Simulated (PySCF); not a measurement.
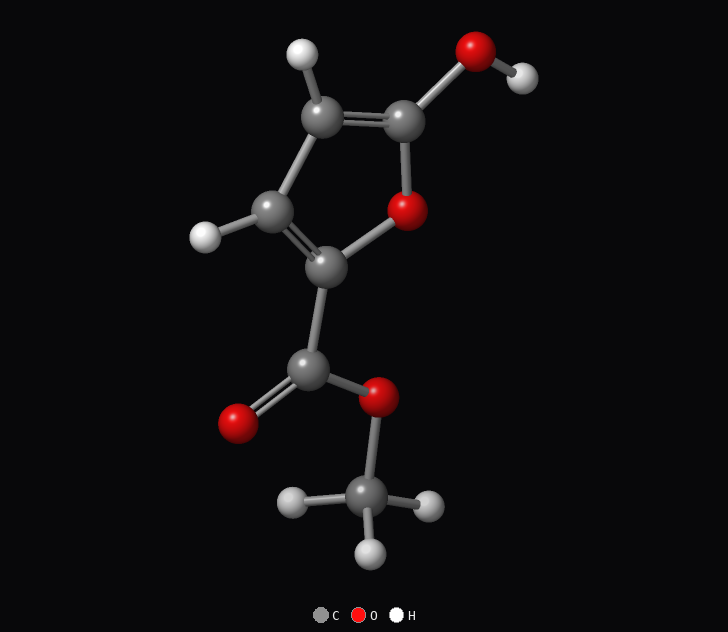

The picture shows a molecular structure as a ball-and-stick model. Multiple sticks mark multiple bonds (one Kekulé form).

The computed structure is the end point of a GFN2-xTB optimisation. No frequency run is at hand to confirm it as a minimum.

> Count the atoms of each element.

C₆H₆O₄, 16 atoms: 6 carbon, 6 hydrogen and 4 oxygen.

> What is its SMILES?

COC(=O)c1ccc(O)o1

> Name functional groups in it.

Among them: phenol, ester.

More results for the same structure follow; atom numbers are the same in all pictures, views and colours differ.

**Geometry**

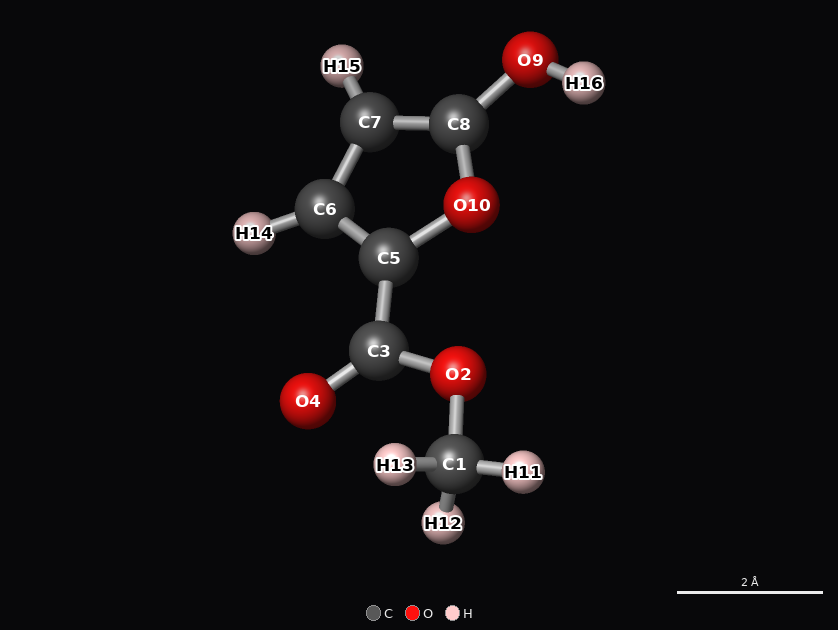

The atoms are numbered. No frequency run is at hand to confirm it as a minimum.

Which atoms are bonded, and how long are the bonds?

```json
{"bond": "C1–O2", "length (Å)": "1.419", "order": "single"}
{"bond": "C1–H11", "length (Å)": "1.087", "order": "single"}
{"bond": "C1–H12", "length (Å)": "1.092", "order": "single"}
{"bond": "C1–H13", "length (Å)": "1.092", "order": "single"}
{"bond": "O2–C3", "length (Å)": "1.344", "order": "single"}
{"bond": "C3–O4", "length (Å)": "1.208", "order": "double"}
{"bond": "C3–C5", "length (Å)": "1.456", "order": "single"}
{"bond": "C5–C6", "length (Å)": "1.373", "order": "aromatic"}
{"bond": "C5–O10", "length (Å)": "1.368", "order": "aromatic"}
{"bond": "C6–C7", "length (Å)": "1.408", "order": "aromatic"}
{"bond": "C6–H14", "length (Å)": "1.070", "order": "single"}
{"bond": "C7–C8", "length (Å)": "1.371", "order": "aromatic"}
{"bond": "C7–H15", "length (Å)": "1.069", "order": "single"}
{"bond": "C8–O9", "length (Å)": "1.334", "order": "single"}
{"bond": "C8–O10", "length (Å)": "1.337", "order": "aromatic"}
{"bond": "O9–H16", "length (Å)": "0.967", "order": "single"}
```

**Dipole moment**

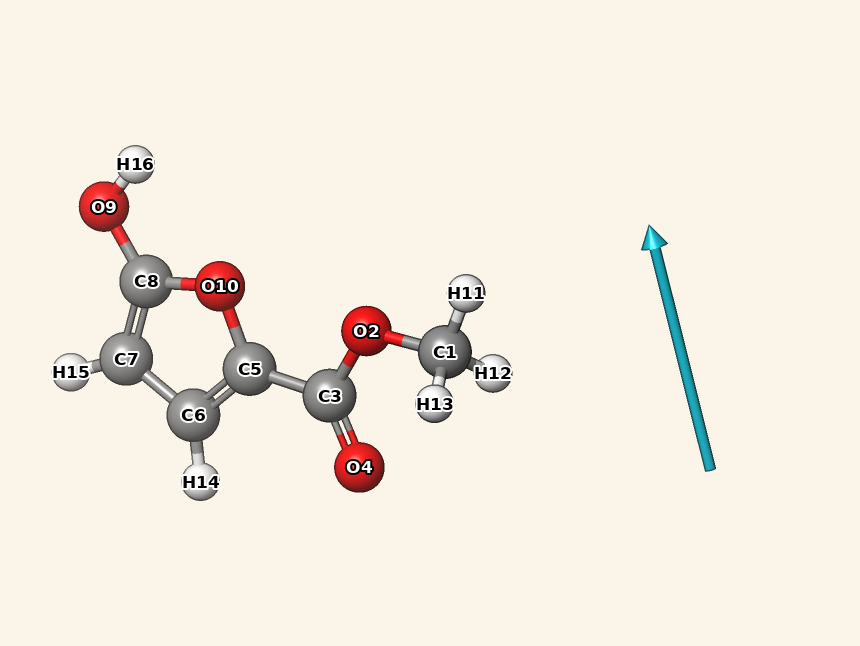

The arrow beside the molecule shows the direction of the dipole moment, from the negative to the positive end (its length means nothing). No frequency run is at hand to confirm it as a minimum. Method: PBE0/def2-SVPD, gas phase (PySCF 2.14.0).

> Estimate the dipole moment.

2.58 D; it points from the side of O4, H14 to the side of H16 (the outermost atoms at the two ends).

**NMR shielding**

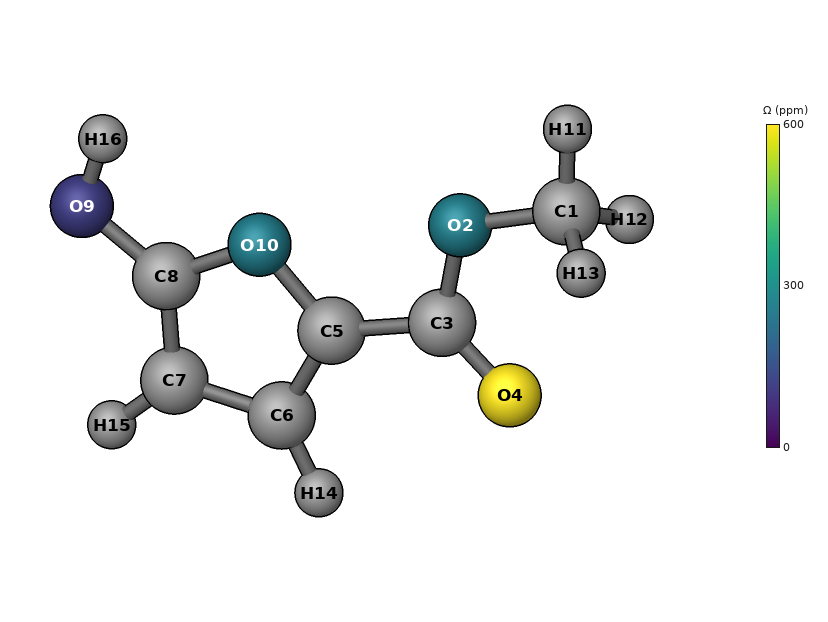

The O atoms are coloured by the span of their shielding tensor. No frequency run is at hand to confirm it as a minimum. Properties computed with GIAO PBE0/pcSseg-1 NMR shielding, non-relativistic, gas phase (PySCF 2.14.0). Principal shieldings σ11 ≤ σ22 ≤ σ33, span Ω = σ33 − σ11, skew κ = 3(σiso − σ22)/Ω.

> Which O atom has the most anisotropic shielding?

O4, with a span of 598 ppm.

Give the shielding tensors of the O atoms.

```json
{"atom": "O2", "σ11": "−10.6", "σ22": "243.0", "σ33": "251.1", "σiso": "161.2", "Ω": "261.6", "κ": "−0.94"}
{"atom": "O4", "σ11": "−281.1", "σ22": "−194.1", "σ33": "316.7", "σiso": "−52.8", "Ω": "597.9", "κ": "0.71"}
{"atom": "O9", "σ11": "151.8", "σ22": "244.0", "σ33": "265.4", "σiso": "220.4", "Ω": "113.5", "κ": "−0.62"}
{"atom": "O10", "σ11": "−62.9", "σ22": "30.9", "σ33": "197.1", "σiso": "55.0", "Ω": "260.0", "κ": "0.28"}
```

Shieldings and span in ppm.

**Charges**

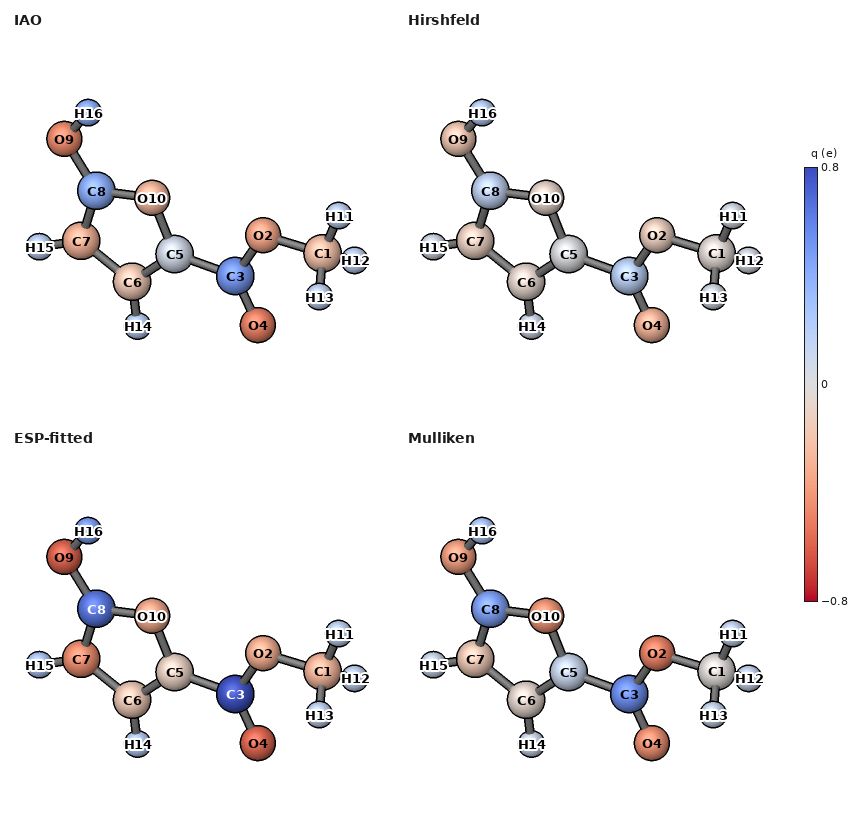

Atomic charges of one calculation by 4 schemes, on one colour scale. No frequency run is at hand to confirm it as a minimum. Level of theory: PBE0/pcSseg-1 (PySCF 2.14.0).

> Which scheme gives the most polar picture (largest mean size of the charges)?

The ESP-fitted charges are the largest in size here, and the Hirshfeld charges the smallest.

> On which atom do the schemes disagree most?

On C3 (from 0.18 to 0.77 e).

List the charges (e), one line for each set of equivalent atoms.

| atom | IAO | Hirshfeld | ESP-fitted | Mulliken |
| --- | --- | --- | --- | --- |
| C1 | −0.21 | −0.04 | −0.26 | −0.02 |
| O2 | −0.34 | −0.11 | −0.29 | −0.48 |
| C3 | 0.50 | 0.18 | 0.77 | 0.54 |
| O4 | −0.48 | −0.27 | −0.57 | −0.42 |
| C5 | 0.07 | 0.01 | −0.10 | 0.11 |
| C6 | −0.16 | −0.06 | −0.15 | −0.06 |
| C7 | −0.28 | −0.11 | −0.44 | −0.15 |
| C8 | 0.39 | 0.15 | 0.63 | 0.45 |
| O9 | −0.45 | −0.17 | −0.58 | −0.36 |
| O10 | −0.25 | −0.07 | −0.32 | −0.40 |
| H11 | 0.16 | 0.05 | 0.14 | 0.13 |
| H12, H13 | 0.15 | 0.05 | 0.14 | 0.12 |
| H14 | 0.19 | 0.07 | 0.20 | 0.09 |
| H15 | 0.18 | 0.06 | 0.23 | 0.10 |
| H16 | 0.38 | 0.20 | 0.46 | 0.25 |

Mulliken values depend strongly on the basis set and can even reverse the polarity of a bond.
